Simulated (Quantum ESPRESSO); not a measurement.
# Work-function anisotropy of Ni, part 5 of 6

Aim: the work function of the low-index faces of Ni, their order, and how far the functional matters.

Quantum ESPRESSO 7.5; plane-wave DFT, PBE, PseudoDojo norm-conserving pseudopotentials.

So far. Step 7 (Relaxing the ions of (100), PBE): The relaxation lowers the energy by 5 meV an atom. On the free atoms the largest force ends at 0.025 eV/Å. Step 11 (Electrostatic potential of (100)): On (100) the work function under PBEsol lies +0.11 eV from PBE's.

### 12. Relaxation with pw.x of (110), PBE

Level of this step: plane-wave DFT, PBE, GBRV ultrasoft pseudopotentials (Quantum ESPRESSO 7.5).

System of this step: Ni(110), 7 layers. The cell holds 7 atoms: 7 Ni. Its edges and angles: a = 3.520 Å, b = 2.489 Å, c = 23.467 Å, α = 90.0°, β = 90.0°, γ = 90.0°. It derives from Ni. Vacuum lies along c.

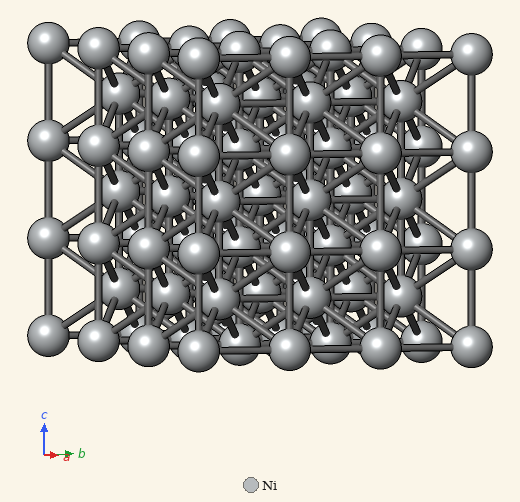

The cell of this step (nickel light grey). 3×3×1 cells are drawn. Some periodic images of atoms are drawn too.

Contents of 110.relax.in:

```
&control
  prefix = '110.relax'
  outdir = './out'
  pseudo_dir = './pseudo'
  nstep = 40
  forc_conv_thr = 0.001
  calculation = 'relax'
/
&system
  ibrav = 0
  nat = 7
  ntyp = 1
  ecutwfc = 40
  ecutrho = 200
  occupations = 'smearing'
  smearing = 'mv'
  degauss = 0.02
  nspin = 2
  starting_magnetization(1) = 0.12
/
&electrons
  conv_thr = 1e-07
  mixing_beta = 0.4
  electron_maxstep = 120
  mixing_mode = 'local-TF'
/
&ions
/
ATOMIC_SPECIES
  Ni  58.6934  ni_pbe_v1.4.uspp.F.UPF
CELL_PARAMETERS angstrom
  3.52000000000000 0.00000000000000 0.00000000000000
  0.00000000000000 2.48901586977665 0.00000000000000
  0.00000000000000 0.00000000000000 23.46704760932994
ATOMIC_POSITIONS crystal
  Ni  0.000000000000 0.000000000000 0.340903556902
  Ni  0.500000000000 0.500000000000 0.393935704601
  Ni  0.000000000000 0.000000000000 0.446967852301 0 0 0
  Ni  0.500000000000 0.500000000000 0.500000000000 0 0 0
  Ni  0.000000000000 0.000000000000 0.553032147699 0 0 0
  Ni  0.500000000000 0.500000000000 0.606064295399
  Ni  0.000000000000 0.000000000000 0.659096443098
K_POINTS automatic
  8 12 1 0 0 0
```

The run is started by

```sh
OMP_NUM_THREADS=1 mpirun -n 4 pw.x -nk 4 -in 110.relax.in > 110.relax.out
```

What it wrote:

```text
[banner, memory and clock lines left out]
Program PWSCF v.7.5 starts

          URL

     Message from routine setup:
     using ibrav=0 with symmetry is DISCOURAGED, use correct ibrav instead

     G-vector sticks info

     bravais-lattice index     =            0
     lattice parameter (alat)  =       6.6518  a.u.
     unit-cell volume          =    1387.4757 (a.u.)^3
     number of atoms/cell      =            7
     number of atomic types    =            1
     number of electrons       =       126.00
     number of Kohn-Sham states=           76
     kinetic-energy cutoff     =      40.0000  Ry
     charge density cutoff     =     200.0000  Ry
     scf convergence threshold =      1.0E-07
     mixing beta               =       0.4000
     number of iterations used =            8  local-TF  mixing
     energy convergence thresh.=      1.0E-04
     force convergence thresh. =      1.0E-03
     Exchange-correlation=  SLA  PW   PBX  PBC
                           (   1   4   3   4   0   0   0)
     nstep                     =           40

     celldm(1)=   6.651836  celldm(2)=   0.000000  celldm(3)=   0.000000
     celldm(4)=   0.000000  celldm(5)=   0.000000  celldm(6)=   0.000000

     crystal axes: (cart. coord. in units of alat)
               a(1) = (   1.000000   0.000000   0.000000 )
               a(2) = (   0.000000   0.707107   0.000000 )
               a(3) = (   0.000000   0.000000   6.666775 )

     reciprocal axes: (cart. coord. in units 2 pi/alat)
               b(1) = (  1.000000  0.000000  0.000000 )
               b(2) = (  0.000000  1.414214  0.000000 )
               b(3) = (  0.000000  0.000000  0.149998 )

     PseudoPot. # 1 for Ni read from file:
     ./pseudo/ni_pbe_v1.4.uspp.F.UPF
     Pseudo is Ultrasoft + core correction, Zval = 18.0
     Generated by new atomic code, or converted to UPF format
     Using radial grid of  865 points,  6 beta functions with:
                l(1) =   0
                l(2) =   0
                l(3) =   1
                l(4) =   1
                l(5) =   2
                l(6) =   2
     Q(r) pseudized with 10 coefficients,  rinner =    0.980   0.980   0.980
                                                       0.980   0.980

     atomic species   valence    mass     pseudopotential
     Ni               18.00    58.69340     Ni( 1.00)

     Starting magnetic structure
     atomic species   magnetization
     Ni              0.120

      8 Sym. Ops., with inversion, found

   Cartesian axes

     site n.     atom                  positions (alat units)
         1        Ni     tau(   1) = (   0.0000000   0.0000000   2.2727273  )
         2        Ni     tau(   2) = (   0.5000000   0.3535534   2.6262807  )
         3        Ni     tau(   3) = (   0.0000000   0.0000000   2.9798341  )
         4        Ni     tau(   4) = (   0.5000000   0.3535534   3.3333874  )
         5        Ni     tau(   5) = (   0.0000000   0.0000000   3.6869408  )
         6        Ni     tau(   6) = (   0.5000000   0.3535534   4.0404942  )
         7        Ni     tau(   7) = (   0.0000000   0.0000000   4.3940476  )

     number of k points=    35  Marzari-Vanderbilt smearing, width (Ry)=  0.0200
                       cart. coord. in units 2pi/alat
        k(    1) = (   0.0000000   0.0000000   0.0000000), wk =   0.0104167
        k(    2) = (   0.0000000   0.1178511   0.0000000), wk =   0.0208333
        k(    3) = (   0.0000000   0.2357023   0.0000000), wk =   0.0208333
        k(    4) = (   0.0000000   0.3535534   0.0000000), wk =   0.0208333
        k(    5) = (   0.0000000   0.4714045   0.0000000), wk =   0.0208333
        k(    6) = (   0.0000000   0.5892557   0.0000000), wk =   0.0208333
        k(    7) = (   0.0000000  -0.7071068   0.0000000), wk =   0.0104167
        k(    8) = (   0.1250000   0.0000000   0.0000000), wk =   0.0208333
        k(    9) = (   0.1250000   0.1178511   0.0000000), wk =   0.0416667
        k(   10) = (   0.1250000   0.2357023   0.0000000), wk =   0.0416667
        k(   11) = (   0.1250000   0.3535534   0.0000000), wk =   0.0416667
        k(   12) = (   0.1250000   0.4714045   0.0000000), wk =   0.0416667
        k(   13) = (   0.1250000   0.5892557   0.0000000), wk =   0.0416667
        k(   14) = (   0.1250000  -0.7071068   0.0000000), wk =   0.0208333
        k(   15) = (   0.2500000   0.0000000   0.0000000), wk =   0.0208333
        k(   16) = (   0.2500000   0.1178511   0.0000000), wk =   0.0416667
        k(   17) = (   0.2500000   0.2357023   0.0000000), wk =   0.0416667
        k(   18) = (   0.2500000   0.3535534   0.0000000), wk =   0.0416667
        k(   19) = (   0.2500000   0.4714045   0.0000000), wk =   0.0416667
        k(   20) = (   0.2500000   0.5892557   0.0000000), wk =   0.0416667
        k(   21) = (   0.2500000  -0.7071068   0.0000000), wk =   0.0208333
        k(   22) = (   0.3750000   0.0000000   0.0000000), wk =   0.0208333
        k(   23) = (   0.3750000   0.1178511   0.0000000), wk =   0.0416667
        k(   24) = (   0.3750000   0.2357023   0.0000000), wk =   0.0416667
        k(   25) = (   0.3750000   0.3535534   0.0000000), wk =   0.0416667
        k(   26) = (   0.3750000   0.4714045   0.0000000), wk =   0.0416667
        k(   27) = (   0.3750000   0.5892557   0.0000000), wk =   0.0416667
        k(   28) = (   0.3750000  -0.7071068   0.0000000), wk =   0.0208333
        k(   29) = (  -0.5000000   0.0000000   0.0000000), wk =   0.0104167
        k(   30) = (  -0.5000000   0.1178511   0.0000000), wk =   0.0208333
        k(   31) = (  -0.5000000   0.2357023   0.0000000), wk =   0.0208333
        k(   32) = (  -0.5000000   0.3535534   0.0000000), wk =   0.0208333
        k(   33) = (  -0.5000000   0.4714045   0.0000000), wk =   0.0208333
        k(   34) = (  -0.5000000   0.5892557   0.0000000), wk =   0.0208333
        k(   35) = (  -0.5000000  -0.7071068   0.0000000), wk =   0.0104167

     Dense  grid:    66259 G-vectors     FFT dimensions: (  30,  24, 200)

     Smooth grid:    47591 G-vectors     FFT dimensions: (  27,  20, 180)

     Check: negative core charge=   -0.000015
     Generating pointlists ...
     new r_m :   0.2917 (alat units)  1.9402 (a.u.) for type    1

     Initial potential from superposition of free atoms

     starting charge     112.0000, renormalised to     126.0000

     negative rho (up, down):  1.919E-03 1.507E-03
     Starting wfcs are   91 randomized atomic wfcs

     per-process dynamical memory:   187.2 Mb

     Self-consistent Calculation

     iteration #  1     ecut=    40.00 Ry     beta= 0.40
[...]
2.4609   2.7249   2.9355   3.0076   3.1273   3.1280   3.1842   3.2345
     3.2823   3.4654   3.6394   3.6629   3.7431   3.7797   3.9196   4.0556
     4.0936   4.1297   4.9844   6.6751   8.6793   8.7221   9.5042   9.8272
    10.3569  10.4480  11.4375  11.9592

          k = 0.1250 0.4714 0.0000 (  5928 PWs)   bands (ev):

   -98.9673 -98.9612 -98.9529 -98.9514 -98.9316 -98.5873 -98.5873 -59.4665
   -59.4467 -59.4436 -59.4266 -59.4142 -59.4118 -59.4019 -59.3869 -59.3627
   -59.3582 -59.3480 -59.3240 -59.3119 -59.3074 -59.2844 -59.1064 -59.1063
   -59.0105 -59.0105 -58.9435 -58.9430  -2.1502  -1.2881  -0.4333   0.1815
     0.5463   0.6333   0.7132   0.8168   0.8177   1.0050   1.0313   1.2013
     1.4628   1.6137   1.8636   1.9716   2.2715   2.3079   2.4425   2.6428
     2.6932   2.9072   2.9888   3.0115   3.2373   3.3576   3.3800   3.5594
     3.5764   3.7294   3.7942   3.7972   3.8335   3.8680   4.0005   4.0907
     4.1329   4.2040   5.6213   7.4717   8.8378   9.1868  10.2162  10.4897
    10.7250  11.2184  11.3606  11.7499

          k = 0.1250 0.5893 0.0000 (  5956 PWs)   bands (ev):

   -98.9625 -98.9570 -98.9523 -98.9514 -98.9306 -98.5854 -98.5853 -59.4790
   -59.4619 -59.4549 -59.4460 -59.4357 -59.4043 -59.3999 -59.3828 -59.3618
   -59.3577 -59.3500 -59.3280 -59.3265 -59.3073 -59.2856 -59.1260 -59.1258
   -59.0109 -59.0109 -58.9415 -58.9410  -1.0605  -0.5761  -0.3453   0.0408
     0.3904   0.4283   0.5607   0.6170   0.7423   0.9922   1.1207   1.3191
     1.4043   1.4807   1.8555   1.9838   2.1356   2.3347   2.6598   2.8364
     2.9333   2.9833   3.1730   3.1757   3.4747   3.5239   3.6335   3.7426
     3.7666   3.8026   3.8665   3.9453   4.0356   4.1059   4.1597   4.4120
     4.5060   4.9769   6.4302   6.9602   7.5823   7.7448  10.0767  10.3332
    12.0096  12.2403  12.5097  12.8118

          k = 0.1250-0.7071 0.0000 (  5960 PWs)   bands (ev):

   -98.9604 -98.9547 -98.9524 -98.9520 -98.9302 -98.5846 -98.5846 -59.4843
   -59.4687 -59.4560 -59.4537 -59.4484 -59.3995 -59.3973 -59.3810 -59.3622
   -59.3506 -59.3489 -59.3418 -59.3272 -59.3074 -59.2861 -59.1329 -59.1327
   -59.0110 -59.0110 -58.9408 -58.9403  -0.3403  -0.1978  -0.1978  -0.1328
    -0.1110   0.3414   0.5094   0.5346   0.7480   0.9404   1.1797   1.3803
     1.4138   1.4203   1.9225   1.9566   2.0176   2.3945   2.6350   2.9708
     2.9766   3.0023   3.2355   3.3655   3.5216   3.5520   3.6840   3.7716
     3.7897   3.8439   3.9016   3.9528   4.1126   4.1217   4.2151   5.3504
     5.4830   5.6860   5.8990   6.4244   6.4593   6.9778   9.9837  10.1633
    13.0730  13.4149  13.7361  13.7859

          k = 0.2500 0.0000 0.0000 (  5927 PWs)   bands (ev):

   -98.9795 -98.9722 -98.9599 -98.9576 -98.9381 -98.5958 -98.5958 -59.4753
   -59.4561 -59.4495 -59.4059 -59.3704 -59.3691 -59.3477 -59.3429 -59.3310
   -59.3238 -59.3071 -59.3042 -59.2895 -59.2881 -59.2866 -59.0236 -59.0236
   -59.0118 -59.0117 -58.9501 -58.9497  -4.1173  -2.9999  -1.4551  -0.3800
    -0.1731   0.1175   0.3021   0.6428   1.0492   1.4604   1.7369   1.7577
     1.8987   1.9343   2.0836   2.3000   2.3226   2.3396   2.4005   2.4045
     2.4415   2.5499   2.5772   2.6045   2.8682   3.0734   3.1376   3.1684
     3.3022   3.4161   3.5669   3.6044   3.6114   3.7626   3.8738   4.0236
     4.0772   4.1239   4.1771   4.6527   5.4380   5.9886   7.4243   7.5845
     8.6163   9.1877   9.7026  10.6615

          k = 0.2500 0.1179 0.0000 (  5931 PWs)   bands (ev):

   -98.9783 -98.9711 -98.9593 -98.9571 -98.9376 -98.5950 -98.5950 -59.4731
   -59.4533 -59.4483 -59.4051 -59.3732 -59.3711 -59.3546 -59.3485 -59.3373
   -59.3250 -59.3122 -59.3064 -59.2999 -59.2864 -59.2845 -59.0312 -59.0311
   -59.0114 -59.0113 -58.9495 -58.9491  -3.9457  -2.8350  -1.3059  -0.2654
    -0.0487   0.2268   0.4151   0.6936   1.0875   1.3977   1.6438   1.6672
     1.8370   1.8547   1.9932   2.2425   2.2843   2.3378   2.4206   2.4288
     2.4338   2.4983   2.5364   2.6330   2.8608   3.0155   3.0657   3.0870
     3.3615   3.4339   3.4844   3.6569   3.6572   3.7918   3.9095   3.9351
     3.9637   4.0311   4.3957   5.1154   5.7076   6.2632   7.6349   7.7879
     8.7805   9.3632   9.8578  10.7845

          k = 0.2500 0.2357 0.0000 (  5916 PWs)   bands (ev):

   -98.9752 -98.9683 -98.9576 -98.9557 -98.9361 -98.5930 -98.5930 -59.4675
   -59.4463 -59.4460 -59.4045 -59.3869 -59.3792 -59.3700 -59.3579 -59.3566
   -59.3306 -59.3297 -59.3099 -59.3082 -59.2864 -59.2859 -59.0515 -59.0515
   -59.0104 -59.0104 -58.9480 -58.9476  -3.4467  -2.3626  -0.9001   0.0359
     0.2571   0.4910   0.6734   0.8263   1.1879   1.2276   1.4205   1.5010
     1.5877   1.7250   1.8710   2.0185   2.1411   2.2484   2.3216   2.3443
     2.5157   2.6365   2.6708   2.7510   2.8113   2.8887   2.9837   3.0240
     3.3498   3.3967   3.4512   3.6504   3.7550   3.8112   3.9146   3.9350
     4.0332   4.0438   4.8881   5.9055   6.3828   6.9242   8.2229   8.3552
     9.2713   9.8845  10.3209  11.1493

          k = 0.2500 0.3536 0.0000 (  5916 PWs)   bands (ev):

   -98.9706 -98.9644 -98.9555 -98.9539 -98.9341 -98.5902 -98.5902 -59.4615
   -59.4492 -59.4373 -59.4151 -59.4053 -59.3974 -59.3897 -59.3787 -59.3602
   -59.3463 -59.3417 -59.3128 -59.3101 -59.2932 -59.2853 -59.0787 -59.0787
   -59.0095 -59.0094 -58.9459 -58.9454  -2.6749  -1.6599  -0.3945   0.3720
     0.4915   0.7317   0.7774   0.9593   1.0599   1.0844   1.2641   1.4230
     1.5162   1.5749   1.8551   2.0001   2.0437   2.1663   2.1769   2.2170
     2.4926   2.7280   2.8011   2.8936   2.9940   3.0140   3.0378   3.1053
     3.2578   3.4456   3.5353   3.5896   3.8152   3.8710   3.9216   3.9541
     4.0762   4.3800   5.5743   6.7487   7.2777   7.7695   9.0917   9.2117
    10.0849  10.7285  11.0725  11.7579

          k = 0.2500 0.4714 0.0000 (  5892 PWs)   bands (ev):

   -98.9658 -98.9601 -98.9536 -98.9524 -98.9321 -98.5874 -98.5874 -59.4612
   -59.4604 -59.4449 -59.4346 -59.4271 -59.4090 -59.4025 -59.3859 -59.3610
   -59.3528 -59.3465 -59.3199 -59.3079 -59.3033 -59.2846 -59.1053 -59.1052
   -59.0087 -59.0087 -58.9438 -58.9433  -1.7450  -0.8896  -0.0819   0.4482
     0.4628   0.6555   0.7128   0.8515   0.8983   1.1673   1.2748   1.3588
     1.5158   1.6091   1.9291   2.0307   2.0705   2.1118   2.3150   2.4907
     2.5176   2.7347   2.8340   2.8837   3.0520   3.2135   3.3704   3.5151
     3.5293   3.6161   3.6950   3.7086   3.7929   3.9327   3.9543   4.0645
     4.0786   4.9050   6.4173   7.3637   8.2448   8.5224  10.0485  10.2403
    10.6253  11.1840  11.3271  11.8785

          k = 0.2500 0.5893 0.0000 (  5927 PWs)   bands (ev):

   -98.9619 -98.9564 -98.9526 -98.9518 -98.9307 -98.5853 -98.5853 -59.4721
   -59.4675 -59.4641 -59.4533 -59.4490 -59.4025 -59.4010 -59.3895 -59.3639
   -59.3499 -59.3423 -59.3279 -59.3174 -59.3049 -59.2843 -59.1243 -59.1242
   -59.0084 -59.0083 -58.9423 -58.9418  -0.8586  -0.2807  -0.0317   0.2073
     0.3155   0.5223   0.5402   0.7236   0.9052   1.1636   1.3094   1.3934
     1.5008   1.7839   1.9359   2.0454   2.1998   2.2273   2.3099   2.6072
     2.7201   2.7822   2.9807   3.0846   3.0973   3.3568   3.5244   3.5947
     3.6980   3.7165   3.9572   3.9960   4.0051   4.0265   4.1419   4.2543
     4.6992   5.8218   6.6971   7.3771   7.8291   8.6256  10.3986  10.5375
    10.7743  11.2016  12.0360  12.8044

          k = 0.2500-0.7071 0.0000 (  5932 PWs)   bands (ev):

   -98.9604 -98.9547 -98.9524 -98.9520 -98.9302 -98.5846 -98.5846 -59.4767
   -59.4714 -59.4687 -59.4661 -59.4553 -59.3965 -59.3962 -59.3952 -59.3662
   -59.3461 -59.3327 -59.3320 -59.3303 -59.3042 -59.2842 -59.1312 -59.1310
   -59.0083 -59.0083 -58.9417 -58.9412  -0.2630  -0.1526  -0.0406   0.0531
     0.1225   0.4707   0.4711   0.6771   0.9085   1.1346   1.2916   1.4285
     1.5315   1.8743   1.9420   2.0505   2.2091   2.2871   2.3926   2.6087
     2.7589   2.7697   3.1108   3.1452   3.2117   3.4390   3.5091   3.5119
     3.7378   3.7446   4.0067   4.0321   4.1126   4.1150   4.2218   5.1885
     5.3675   5.9302   6.1831   7.2430   7.3232   8.1780  10.4891  10.7784
    11.7389
[key lines of the parts left out:]
total energy              =   -2402.75417250 Ry
total magnetization       =     5.08 Bohr mag/cell
the Fermi energy is     3.8322 ev
convergence has been achieved in  25 iterations
```

The job ended after 30 min (4 MPI ranks of Arm Neoverse V2, shared host; peak memory 1.1 GiB; 2 h of CPU time).

The steps of the relaxation:

```csv
step,energy less that of the first step (eV),largest force (eV/Å)
1,0.0000,0.6369
2,-0.0243,0.5310
3,-0.0452,0.4234
4,-0.0661,0.2574
5,-0.0755,0.0580
6,-0.0756,0.0521
7,-0.0758,0.0451
8,-0.0760,0.0355
9,-0.0763,0.0234
```

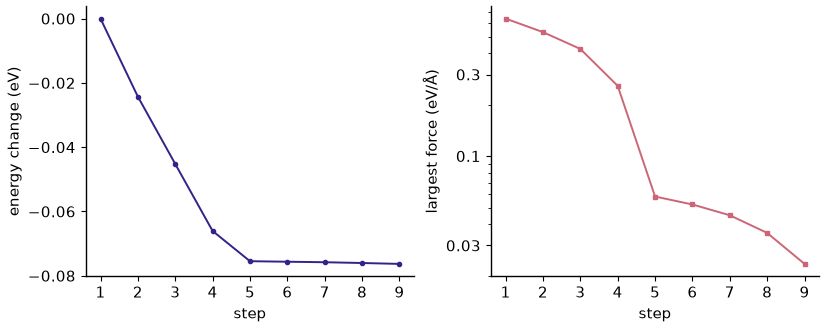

Energy and largest force along the relaxation.

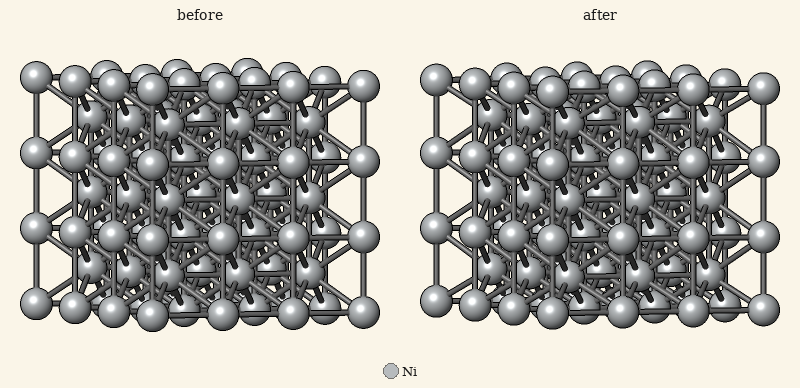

Before and after, at one scale.

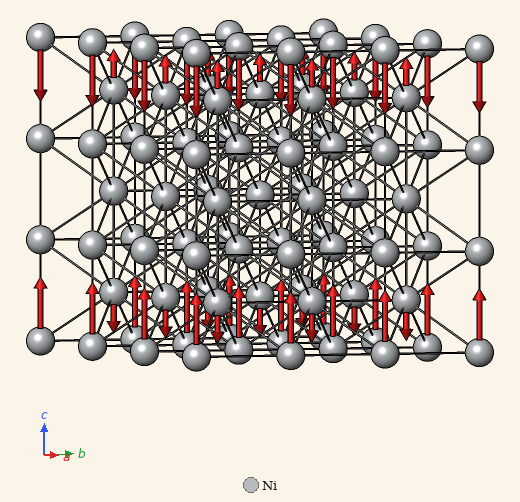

Displacements in the relaxation, exaggerated; the longest in the cell stands for 0.08 Å. 3×3×1 cells are drawn. Some periodic images of atoms are drawn too.

The atoms that moved most (Å):

```csv
atom,dx,dy,dz,length
Ni1,0.000,0.000,0.083,0.083
Ni7,0.000,0.000,-0.083,0.083
Ni6,0.000,0.000,0.046,0.046
Ni2,0.000,0.000,-0.046,0.046
```

The relaxed structure:

```cif
data_structure
_symmetry_space_group_name_H-M 'P 1'
_symmetry_Int_Tables_number 1
_cell_length_a 3.5200
_cell_length_b 2.4890
_cell_length_c 23.4670
_cell_angle_alpha 90.000
_cell_angle_beta 90.000
_cell_angle_gamma 90.000
_cell_volume 205.60
loop_
_atom_site_label
_atom_site_type_symbol
_atom_site_fract_x
_atom_site_fract_y
_atom_site_fract_z
_atom_site_occupancy
Ni1 Ni 0.00000 0.00000 0.34442 1
Ni2 Ni 0.50000 0.50000 0.39198 1
Ni3 Ni 0.00000 0.00000 0.44697 1
Ni4 Ni 0.50000 0.50000 0.50000 1
Ni5 Ni 0.00000 0.00000 0.55303 1
Ni6 Ni 0.50000 0.50000 0.60802 1
Ni7 Ni 0.00000 0.00000 0.65558 1
```

The relaxation lowers the energy by 11 meV an atom. On the free atoms the largest force ends at 0.023 eV/Å.

Read from the output:

- free energy: -32691.1880 eV
- Fermi energy: 3.819 eV
- magnetization: 5.04 μB
- absolute magnetization: 5.77 μB
- site moments: 0.8237, 0.7558, 0.7303, 0.7148, 0.7303, 0.7558, 0.8237 μB

(Part 5 of 6 ends here.)

[Logs are printed without paths, hosts, clocks, repeated set-up lines and the standing remarks that a program may print on its own settings, such as how far it seeks lower states.]

[Hosts, paths, dates, database ids (printed as entryN), source tags and the programs' standing remarks are cut or masked in the printed files.]

[Maps of the electrostatic potential energy from Ansatz leave out the sawtooth potential of an applied field or a dipole correction, so their vacuum need not be flat; planar profiles and work functions include it.]
